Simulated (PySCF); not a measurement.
C₄H₉F₃Si, SMILES CCCC[Si](F)(F)F, singlet at its GFN2-xTB optimised geometry (Å):

```
17

C      2.0989    -1.8217    -0.0123
C      1.4909    -0.4247    -0.0066
C     -0.0350    -0.4746    -0.0043
C     -0.6473     0.9337     0.0000
Si    -2.5226     0.9337     0.0000
F     -3.1847     2.3778     0.0000
F     -3.1760     0.2044    -1.2504
F     -3.1771     0.2048     1.2501
H      3.1847    -1.7659    -0.0142
H      1.7816    -2.3721    -0.8951
H      1.7851    -2.3778     0.8682
H      1.8334     0.1236    -0.8873
H      1.8363     0.1178     0.8766
H     -0.3780    -1.0196    -0.8859
H     -0.3754    -1.0238     0.8757
H     -0.2754     1.4731     0.8747
H     -0.2757     1.4782    -0.8717
```

Computed with B3LYP/def2-SVP run with PySCF 2.14.0.

Map of the electron localisation function on the plane z = 0.8 Å:

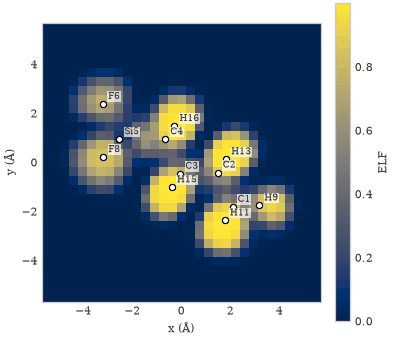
Fig. 1. Electron localisation function on the plane z = 0.8 Å.
